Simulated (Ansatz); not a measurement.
# Exact exchange and the HOMO–LUMO gap of AsF3 (arsenic trifluoride)

The species is AsF3 (4 atoms), meant as a singlet with charge 0. SMILES: `F[As](F)F`. Geometry: relaxed at PBE0-D4/def2-TZVP.

The HOMO–LUMO gap y, in eV, basis cc-pVDZ; a is the functional's share of exact exchange. Programs: Ansatz 0.2.0.

| functional | program | a | y (eV) |
| --- | --- | --- | --- |
| BLYP | Ansatz | 0 | 6.60 |
| r2SCAN | Ansatz | 0 | 7.20 |
| B3LYP | Ansatz | 0.2 | ? |
| r2SCAN0 | Ansatz | 0.25 | 9.39 |
| PBE0 | Ansatz | 0.25 | 8.99 |
| BHLYP | Ansatz | 0.5 | 11.34 |

**Question.** Fit y = c + s·a to the known rows and predict B3LYP.

**Answer.** 
1. Means of the 5 rows: a = 0.2000, y = 8.704.
2. Σ(Δa)² = 0.175, Σ(Δa·Δy) = 1.561, so the slope is 1.561/0.175 = 8.92.
3. Intercept: 8.704 − (8.92) × 0.2000 = 6.920. The largest residual of the fit is 0.32.
4. B3LYP: 6.920 + (8.92) × 0.2 = 8.70 eV.

The run gave 8.51 eV, so the prediction is off by +0.19 eV, within the largest residual. Exact exchange lowers occupied levels and raises empty ones. The rows mix families of semi-local functionals, which the line can't see.

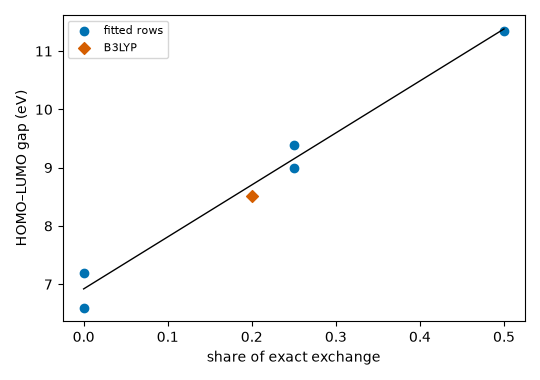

The fitted line, with the withheld row.
